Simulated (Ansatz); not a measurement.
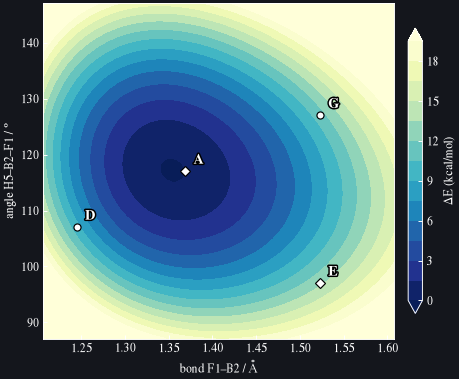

BFH3NSi, SMILES FBN=[SiH2]. Two internal coordinates are moved rigidly from the geometry relaxed at PBE0-D4/def2-TZVP, all others fixed. First axis: bond F1–B2. Second axis: angle H5–B2–F1. Grid: 7 × 7 points. Points are written as (first, second). All energies are given in kcal/mol relative to the lowest grid point. Theory: RKS PBE-D4/def2-TZVPP in Ansatz 0.2.0.

The picture shows filled contours, one colour for all values above the top of the scale, lettered points. Between grid points the surface is interpolated.

> Is G the lowest point of the computed grid?

No. G lies 11.3 kcal/mol above the lowest grid point, which is at (1.369 Å, 117°).

> What kind of point is each of A, D, E, G: minimum, saddle, maximum or slope?

A: minimum; D: on a slope; E: on a slope; G: on a slope. (In these two coordinates alone; a stationary point may lie a little off the grid point.)
